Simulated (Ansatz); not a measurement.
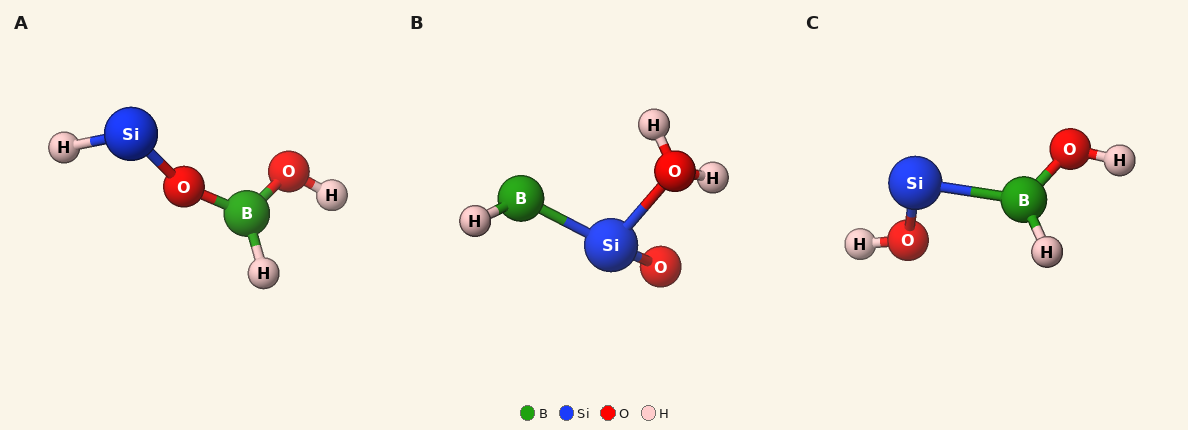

3 stationary structures of one formula. Geometries: PBE0-D4/def2-TZVP. Electronic energies: RHF-CCSD(T) (frozen core)/def2-TZVPP (Ansatz 0.2.0), without zero-point energy. No frequency run is at hand to confirm each as a minimum. Each is one conformer, not always the lowest.

Which structure is the most stable?

Answer. A is lowest (C1); C lies 1.666 eV above it (C1), B lies 4.986 eV above it (C1).
